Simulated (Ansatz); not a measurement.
# B(PH3)Cl3 (BCl3H3P): structure and electronic state

What does B(PH3)Cl3 (BCl3H3P) look like as a singlet, and where do its frontier electrons sit?

Program: Ansatz 0.2.0, Gaussian basis. Level of theory: RKS PBE0-D4/def2-TZVP. These are calculated values, not measurements.

The runs, in order: relaxation at B3LYP-D4/def2-SVP; a search for the lowest solution at PBE0-D4/def2-SVP; a single point at PBE0-D4/def2-TZVP.

## (1) The starting structure

8 atoms, charge 0, spin multiplicity 1.

Atoms are counted from 1 here; the program's logs count them from 0.

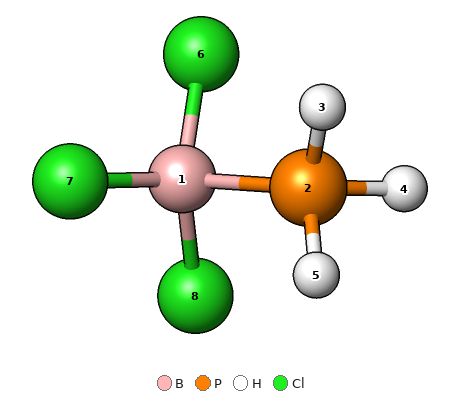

Start geometry, drawn with boron pink, phosphorus orange, hydrogen white, chlorine green; atoms are numbered from 1 in the order of the file.

As a file:

```xyz
8
charge 0, multiplicity 1
B    -0.00671    0.01495   -1.07166
P     0.00092   -0.00020    0.92965
H     0.67795    1.01731    1.56207
H     0.56522   -1.11071    1.51177
H    -1.22230    0.04886    1.55740
Cl    1.76600   -0.05597   -1.49234
Cl   -0.83320    1.57622   -1.51051
Cl   -0.94789   -1.49045   -1.48637
```

The start is a GFN2-xTB geometry.

## (2) Optimising with B3LYP-D4/def2-SVP

in.yaml reads:

```yaml
crystal:
  periodic: [false, false, false]
  atoms:
    - {symbol: B, position_ang: [-0.006710, 0.014950, -1.071660]}
    - {symbol: P, position_ang: [0.000920, -0.000200, 0.929650]}
    - {symbol: H, position_ang: [0.677950, 1.017310, 1.562070]}
    - {symbol: H, position_ang: [0.565220, -1.110710, 1.511770]}
    - {symbol: H, position_ang: [-1.222300, 0.048860, 1.557400]}
    - {symbol: Cl, position_ang: [1.766000, -0.055970, -1.492340]}
    - {symbol: Cl, position_ang: [-0.833200, 1.576220, -1.510510]}
    - {symbol: Cl, position_ang: [-0.947890, -1.490450, -1.486370]}
basis:
  gaussian: {orbitals: def2-SVP}
hamiltonian: {xc: {name: B3LYP}, dispersion: d4}
scf: {omitted_lower_state_checks: [starts]}
output: {orbitals: {seedname: orbitals}}
relax: {f_tol: 0.02, max_steps: 100}
```

Run with:

```sh
> ansatz run in.yaml --threads 4 --pin off --events-out ev --progress --plain --max-ram 3916MiB
```

The runs that follow: Searching for the lowest solution, PBE0-D4/def2-SVP; Single point, PBE0-D4/def2-TZVP.

Before running them: what should the planned runs give, taken together? Wanted: point group; commonest bond, hydrogen aside; HOMO, LUMO at PBE0-D4/def2-TZVP; dipole at B3LYP-D4/def2-SVP.

As calculated:

```
                       quantity                           value
                    point group                             C3v
 commonest bond, hydrogen aside  B–Cl, 3 of mean length 1.834 Å
HOMO, LUMO at PBE0-D4/def2-TZVP                 -8.20, -0.39 eV
    dipole at B3LYP-D4/def2-SVP                          5.66 D
```

What this shows: The molecule keeps its bonding pattern by the stored test; the atoms moved 0.04 Å (rms). No usable vibrations, so a minimum isn't proven.
